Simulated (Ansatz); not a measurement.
**One shape, several levels: NBrO (nitrosyl bromide)**

Wanted: a comparison of 6 runs (HF/STO-3G, BHLYP/STO-3G, PBE0/STO-3G, SVWN5/STO-3G, CCSD(T)/STO-3G, FCI/STO-3G) of NBrO (nitrosyl bromide). 

The results are computed with Ansatz 0.2.0.

51 further runs of the same task are left out: 13 that didn't finish, 38 set aside as unsound or not needed.

### 1 The system as given

NBrO has 3 atoms, charge 0, and is taken as a singlet. As SMILES, `O=NBr`. The Br3–N2 distance was set to 3.967 Å, away from the relaxed value. At this shape a bond of the SMILES string is far longer than usual.

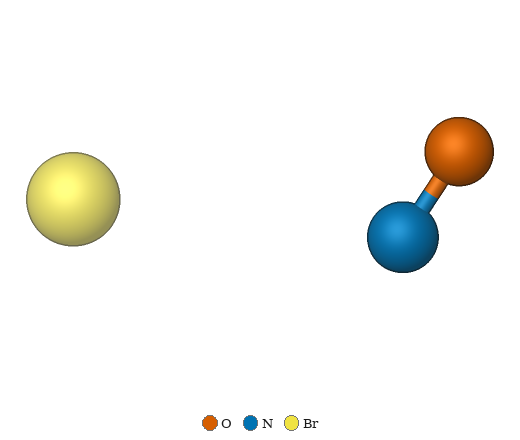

The structure, seen from a chosen angle (oxygen orange, nitrogen blue, bromine yellow).

### 2 The energy at HF/STO-3G (run 1)

molecule.yaml reads:

```yaml
crystal:
  periodic: [false, false, false]
  atoms:
    - {symbol: O, position_ang: [1.731915, -2.441189, 0.690658]}
    - {symbol: N, position_ang: [0.716435, -2.384729, 0.138328]}
    - {symbol: Br, position_ang: [-0.865960, 1.220600, -0.345330]}
basis:
  gaussian:
    orbitals: STO-3G
hamiltonian:
  xc: hf
accuracy: high
```

On the command line:

```
$ ansatz run molecule.yaml --threads 1 --pin off --max-ram 2610MiB --events-out events.jsonl --progress --plain --runs-dir runs
```

The program printed:

```text
Warning: RAYON_NUM_THREADS=1 ignored (pool sized by the plan → 1); use --threads N
Functional definition: HF
  name "HF"
  exchange = exact_x
  correlation = 0
347 factors; integrals over basis functions are off by at most 7.8e-8 eV
mean field evaluation 1: about -72704.8235 eV, gradient 9.0e0 eV
mean field evaluation 2: about -72704.8360 eV, gradient 9.1e0 eV
mean field evaluation 4: about -72704.9804 eV, gradient 4.0e0 eV
mean field evaluation 8: about -72608.7165 eV, gradient 1.1e1 eV
mean field evaluation 16: about -72708.0158 eV, gradient 5.2e-2 eV
mean field evaluation 32: about -72704.2725 eV, gradient 2.2e1 eV
mean field evaluation 64: about -72704.1972 eV, gradient 2.2e1 eV
mean field evaluation 96: about -72608.4788 eV, gradient 1.0e1 eV
mean field -72708.01583152 eV, -2671.9702985450 hartree, gradient 2.4e-8 eV, S^2 0.000000; 2 other end points of the search recorded, 0 dependent functions left out
reference -72708.01583152 eV, -2671.9702985450 hartree; 25, 25 occupied and 3, 3 virtual orbitals, 347 factors
Total energy: -72708.01583152 eV, -2671.9702985450 hartree
```

It took 0.36 s on 1 thread of Arm Neoverse V1, shared host.

### 3 A single-point energy at BHLYP/STO-3G (run 2)

job.yaml reads:

```yaml
crystal:
  periodic: [false, false, false]
  atoms:
    - symbol: O
      position_ang: [1.731915, -2.441189, 0.690658]
    - symbol: N
      position_ang: [0.716435, -2.384729, 0.138328]
    - symbol: Br
      position_ang: [-0.865960, 1.220600, -0.345330]
basis:
  gaussian:
    orbitals: STO-3G
hamiltonian:
  xc: {name: BHLYP}
magnetization:
  spin_polarized: false
  initial_magnetization: 0
accuracy: high
```

On the command line:

```
$ ansatz run job.yaml --threads 1 --pin off --max-ram 2610MiB --events-out events.jsonl --progress --plain --runs-dir runs
```

The program printed:

```text
Warning: RAYON_NUM_THREADS=1 ignored (pool sized by the plan → 1); use --threads N
Functional definition: BHLYP
  name "BHLYP"
  parameter a = 0.5
  exchange = (1 - a)*b88_x + a*exact_x
  correlation = lyp_c
347 factors; integrals over basis functions are off by at most 7.8e-8 eV
mean field evaluation 1: about -72759.1719 eV, gradient 7.6e0 eV
mean field evaluation 2: about -72661.3308 eV, gradient 1.3e1 eV
mean field evaluation 4: about -72759.3156 eV, gradient 3.4e0 eV
mean field evaluation 8: about -72661.3968 eV, gradient 1.2e1 eV
mean field evaluation 16: about -72764.2909 eV, gradient 1.3e-1 eV
mean field evaluation 32: about -72764.2922 eV, gradient 7.2e-2 eV
mean field -72764.29149460 eV, -2674.0383910182 hartree, gradient 1.3e-8 eV, S^2 0.000000; 4 other end points of the search recorded, 0 dependent functions left out
reference -72764.29151188 eV, -2674.0383916533 hartree; 25, 25 occupied and 3, 3 virtual orbitals, 347 factors
Total energy: -72764.29151188 eV, -2674.0383916533 hartree
```

It took 2.5 s on 1 thread of Arm Neoverse V1, shared host; peak memory 0.091 GiB.

Runs 3 to 4 aren't shown in full; the table further down has their settings and results.

### 4 The energy at CCSD(T)/STO-3G (run 5)

input.yaml reads:

```yaml
crystal:
  periodic: [false, false, false]
  atoms:
    - {symbol: O, position_ang: [1.731915, -2.441189, 0.690658]}
    - {symbol: "N", position_ang: [0.716435, -2.384729, 0.138328]}
    - {symbol: Br, position_ang: [-0.865960, 1.220600, -0.345330]}
basis:
  gaussian:
    orbitals: STO-3G
correlation:
  method: ccsd_t
  frozen_orbitals: {Br: 9, "N": 1, O: 1}
accuracy: high
scf:
  omitted_lower_state_checks: [cluster_reference, increment]
```

On the command line:

```
$ ansatz run input.yaml --threads 1 --pin off --max-ram 2610MiB --events-out events.jsonl --progress --plain --runs-dir runs
```

The program printed:

```text
Warning: RAYON_NUM_THREADS=1 ignored (pool sized by the plan → 1); use --threads N
[... 17 lines left out ...]
11 core orbitals not correlated: weight in the atoms' cores, before any rotation towards them, 1.000 or more for the frozen orbitals, at most 0.000 for the correlated occupied ones
[... 52 lines left out ...]
WARN: these amplitudes may be one of several solutions (largest doubles amplitude 0.92, level shift 12.49 eV)
Total energy: -72717.60363729 eV, -2672.3226439083 hartree
Checks for a lower state left out: cluster_reference, increment
```

Run time: 1.3 s. Hardware: 1 thread of Arm Neoverse V1, shared host.

### 5 The energy at FCI/STO-3G (run 6)

in.yaml reads:

```yaml
crystal:
  periodic: [false, false, false]
  atoms:
    - {symbol: O, position_ang: [1.731915, -2.441189, 0.690658]}
    - {symbol: "N", position_ang: [0.716435, -2.384729, 0.138328]}
    - {symbol: Br, position_ang: [-0.865960, 1.220600, -0.345330]}
basis:
  gaussian:
    orbitals: STO-3G
correlation:
  method: fci
  frozen_orbitals: {Br: 9, "N": 1, O: 1}
accuracy: high
```

On the command line:

```
$ ansatz run in.yaml --threads 1 --pin off --max-ram 2610MiB --events-out events.jsonl --progress --plain --runs-dir runs
```

The program printed, shortened:

```text
Warning: RAYON_NUM_THREADS=1 ignored (pool sized by the plan → 1); use --threads N
[... 2 set-up lines as earlier in the session ...]
[...]
347 factors; integrals over basis functions are off by at most 7.8e-8 eV
[...]
mean field -72708.01583152 eV, -2671.9702985450 hartree, gradient 2.4e-8 eV, S^2 0.000000; 11 other end points of the search recorded, 0 dependent functions left out; unrestricted orbitals would lower it
[...]
unrestricted determinant -72713.43876539 eV, -2672.1695876889 hartree, S^2 1.2466
11 core orbitals not correlated: weight in the atoms' cores, before any rotation towards them, 1.000 or more for the frozen orbitals, at most 0.000 for the correlated occupied ones
reference -72708.01583152 eV, -2671.9702985450 hartree; 14, 14 occupied and 3, 3 virtual orbitals, 347 factors
state -72716.96576981 eV, -2672.2992027108 hartree
Total energy: -72716.96576981 eV, -2672.2992027108 hartree
```

Run time: 4.2 s. Hardware: 1 thread of Arm Neoverse V1, shared host; peak memory 0.1 GiB.

### 6 All runs side by side

| run | level | frozen core orbitals | energy (Eh) | wall time |
| --- | --- | --- | --- | --- |
| 1 | HF/STO-3G | – | -2671.970299 | 0.36 s |
| 2 | BHLYP/STO-3G | – | -2674.038392 | 2.5 s |
| 3 | PBE0/STO-3G | – | -2673.681630 | 5.7 s |
| 4 | SVWN5/STO-3G | – | -2669.308291 | 4.5 s |
| 5 | CCSD(T)/STO-3G | 11 | -2672.322644 | 1.3 s |
| 6 | FCI/STO-3G | 11 | -2672.299203 | 4.2 s |

### 7 Results

| quantity | value |
| --- | --- |
| run 6: total energy | -2672.29920 Eh |
| run 6: correlation energy (11 core orbitals frozen) | -328.9 mEh |

**Reading.** Against full CI in this basis: HF +328.9 mEh; CCSD(T) -23.4 mEh. Totals of different functionals can't be ranked against each other. In run 5 the T1 diagnostic is large, so a single reference may not serve. In run 5 the log says that unrestricted orbitals would lower the reference, so the values rest on an unstable closed-shell determinant (other closed-shell runs at this shape may share the fault). In runs 1, 2, 3, 4, 5, 6 the basis is minimal, so the values are rough. In runs 1, 2, 3, 4, 5 a closed-shell determinant meets a far-stretched bond, which it describes badly. All runs together took 19 s, the longest 5.7 s.
